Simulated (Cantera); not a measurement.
Input: 1 mol (CH₃)₂SiCl₂, 0.015 mol C₃H₈, 20 mol H₂, held at 69.0 Torr.

Method: chemical equilibrium by Gibbs-energy minimisation in Cantera with the NASA 1993 tables (ideal gas, pure condensed phases). Candidate condensed phases: C, C₆H₆, C₇H₈, C₈H₁₈, Si, SiC; 109 gas species. The feed counts by its element totals alone. The tables' values for SiCl are old estimates; treat these amounts as uncertain. Gases not in the tables: Si₂H₆ and higher silanes. Rates play no part.

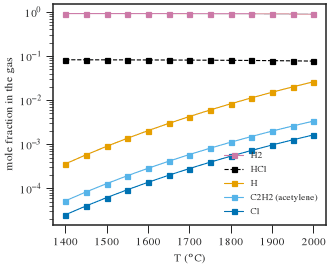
Figure: Equilibrium gas composition (values under 1e-9 drawn at 1e-9)

From 1400 °C to 2000 °C the condensed part is C(graphite) + SiC(s). The main Si-bearing gas is SiCl₂ throughout. The share of Si in condensed phases is highest at 1400 °C (99.1 %) and lowest at 2000 °C (91.8 %).
